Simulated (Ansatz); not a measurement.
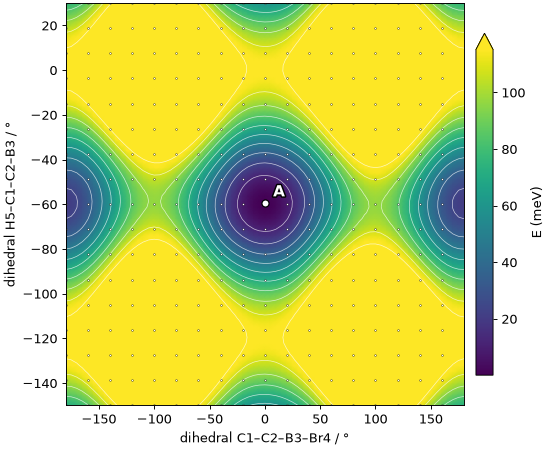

C₂H₅BBr, SMILES CC[B]Br, spin multiplicity 2. First axis: dihedral C1–C2–B3–Br4. Second axis: dihedral H5–C1–C2–B3. Nothing is relaxed (all other coordinates rigid). The grid has 18 × 17 points. Energies: meV, counted from the lowest grid point. Theory: Ansatz, UKS PBE-D4/def2-SVP.

Drawn: a smooth colour map with a few white contour lines, dots at the grid points, one colour for all values above the top of the scale, the well A. Between grid points the surface is interpolated.

### Estimate the position of the minimum and the force constants in these coordinates. Take the well at A.

The interpolated minimum is at dihedral C1–C2–B3–Br4 ≈ 0°, dihedral H5–C1–C2–B3 ≈ −59.7°. The curvatures there are about 0.14 eV/rad² and 0.52 eV/rad², with a cross term of about 0 eV/rad². Round the minimum the two coordinates are nearly uncoupled.
